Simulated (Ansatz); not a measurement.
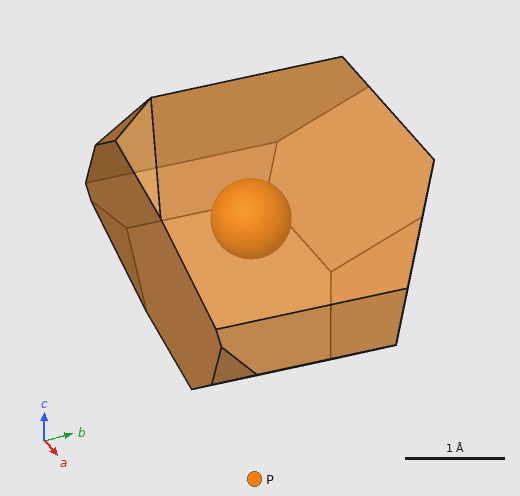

Voronoi cell (the region closer to this atom than to any other), computed from the atomic positions without radii. Central atom: P (8f) in P; faces take the colour of the neighbour behind them. Origin: the geometry relaxed with Ansatz 0.2.0, DFT LDA, scalar-relativistic, plane waves, PAW.

P, space group Cmce (No. 64), a = 3.307 Å, b = 10.162 Å, c = 4.140 Å, α = 90.00°, β = 90.00°, γ = 90.00°

```json
{"site": "P", "Wyckoff": "8f", "x": "0.0000", "y": "0.6065", "z": "0.5715"}
```

### What is the volume of this Voronoi cell?

17.4 Å³, equal to the mean volume per atom.

### How many faces does the cell have, and of which kinds?

15 faces, index ⟨4,2,2,6,0,0,0,1⟩.

### Tabulate the neighbours by distance and solid angle.

| neighbour | faces | distance (Å) | solid angle (% of sphere) |
| --- | --- | --- | --- |
| P | 2 | 2.22 | 38.4 |
| P | 1 | 2.24 | 19.0 |
| P | 2 | 3.13 | 16.8 |
| P | 2 | 3.31 | 5.3 |
| P | 6 | 3.41 | 14.1 |
| P | 2 | 3.58 | 6.4 |
